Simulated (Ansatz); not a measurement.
**How far to go with the k-point mesh: HfC (I4mm, 2 atoms in the cell)**

```yaml
crystal:
  lattice:
    - [0.00000, 2.33160, 2.33160]
    - [2.33160, 0.00000, 2.33160]
    - [2.33160, 2.33160, 0.00000]
  atoms:
    - { symbol: Hf, position: [0.01072, 0.01072, 0.98928] }
    - { symbol: C, position: [0.50000, 0.50000, 0.50000] }
```

Method of the run: LDA (PW92), PAW files made with PBE (plane waves; Ansatz, an electronic-structure program).

Base settings: basis.ecutwfc = 420 eV; kpoints.mp_grid.grid = 12 12 12; hamiltonian.xc = lda; hamiltonian.pseudopotentials = {kind: paw} (the program's default PAW files); scf.occupations.method = fermi_dirac; scf.occupations.width = 0.1 eV.

The second cell is the first with its lattice scaled by 0.98.

Only quantities that move along the ladder and can be compared are tabulated.

The count of work is k-points × plane waves × bands × iterations; it is no time. Core times come from one kind of shared machine, to one figure; runs under 30 s give none.

The starting cell has typed, rounded lattice constants, without a prior relaxation at this level. Its lattice was rescaled by up to half a per cent. One atom was moved a little off its site on purpose. In the base run, with a pressure of about -13 GPa the cell is away from its equilibrium volume at this level. Ansatz's pressure includes its estimate of the finite-basis (Pulay) stress.

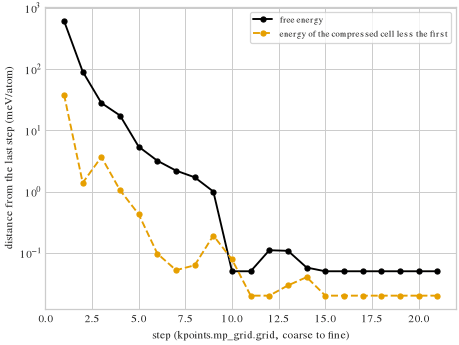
Fig. 1. Distance from the last step along the ladder; very small values are drawn at a floor.

```tsv
kpoints.mp_grid.grid	free energy less the last step's (meV/atom)	energy of the compressed cell less the first (meV/atom)	pressure (GPa)	largest difference of a force vector from the last step's (eV/Å)	count of work / last	core time / last (rough)
2 2 2	613.89	7.21	-6.00	0.533	0.00088	–
3 3 3	91.08	-29.84	-13.25	0.039	0.0013	–
4 4 4	28.00	-34.91	-14.08	0.067	0.0025	–
5 5 5	17.48	-30.18	-13.17	0.119	0.0040	–
6 6 6	5.41	-30.81	-13.35	0.032	0.0066	–
7 7 7	3.19	-31.14	-13.41	0.000	0.0088	–
8 8 8	2.20	-31.29	-13.44	0.007	0.013	–
9 9 9	1.71	-31.17	-13.42	0.000	0.017	–
10 10 10	1.00	-31.04	-13.40	0.006	0.023	–
12 12 12	0.05	-31.16	-13.43	0.002	0.036	–
13 13 13	0.03	-31.22	-13.45	0.001	0.043	–
14 14 14	0.11	-31.24	-13.45	0.001	0.054	–
16 16 16	0.11	-31.20	-13.44	0.001	0.077	–
17 17 17	0.06	-31.19	-13.44	0.001	0.089	–
19 19 19	-0.02	-31.22	-13.44	0.001	0.12	–
21 21 21	-0.02	-31.23	-13.44	0.000	0.16	–
24 24 24	0.01	-31.24	-13.44	0.001	0.23	0.2
26 26 26	0.01	-31.23	-13.44	0.000	0.29	0.2
29 29 29	0.00	-31.23	-13.44	0.000	0.40	0.3
32 32 32	0.00	-31.23	-13.44	0.000	0.53	0.5
36 36 36	0.00	-31.23	-13.44	0.000	0.74	0.6
40 40 40	0.00	-31.23	-13.44	0.000	1.0	1
```

Coarsest kpoints.mp_grid.grid that holds the pressure within 0.05 GPa of the last step, with all finer ones: 7 7 7, at 0.0088 of the last step's count of work; the step before is off by 0.10 GPa.

Coarsest kpoints.mp_grid.grid that holds the forces within 0.005 eV/Å of the last step, with all finer ones: 12 12 12, at 0.036 of the last step's count of work; the step before is off by 0.006 eV/Å.

Coarsest kpoints.mp_grid.grid that holds the energy of the compressed cell less the first within 2 meV/atom of the last step, with all finer ones: 5 5 5, at 0.0040 of the last step's count of work; the step before is off by 3.7 meV/atom.

The energy difference between the two cells stays within 1 meV/atom of the last step's from 6 6 6 on, the total only from 12 12 12 on: much of the error is common to both cells and cancels.

Keys are those of Ansatz 0.2.
